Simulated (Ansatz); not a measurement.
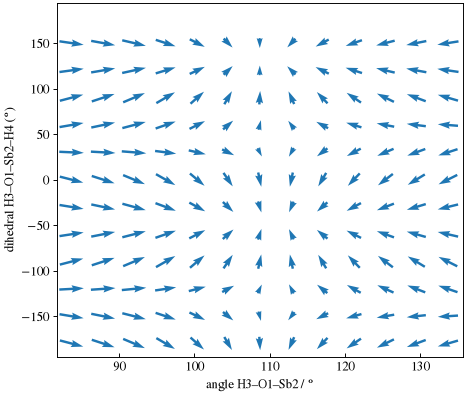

H3OSb, SMILES [OH][SbH2]. Coordinates scanned: (1) angle H3–O1–Sb2; (2) dihedral H3–O1–Sb2–H4. Nothing is relaxed (all other coordinates rigid). Grid: 13 × 12 points. Points are written as (first, second). The calculation used RHF-MP2, frozen core/def2-TZVP in Ansatz 0.2.0.

In the figure: arrows along the force (downhill), their lengths compressed.

### The arrows alone are given. Where are the wells?

The arrows converge at about (110°, −45°); about (108°, 135°) (53 cm⁻¹ up) (read from the interpolated surface).

The energy map of the same scan:

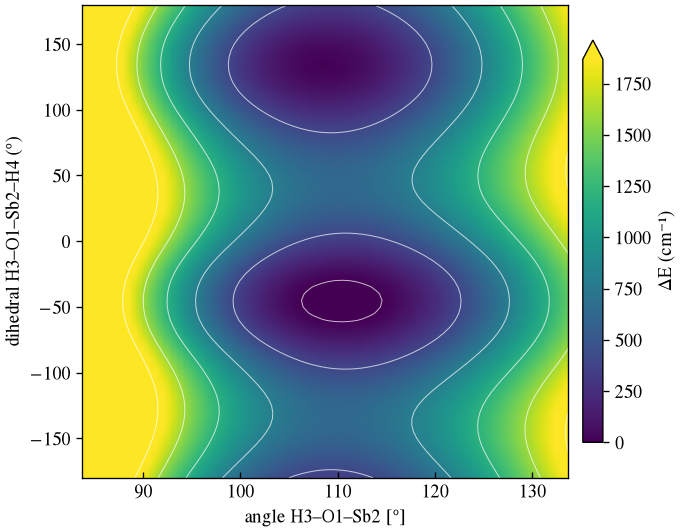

Energies are in cm⁻¹, from the lowest grid point; between grid points the surface is interpolated.
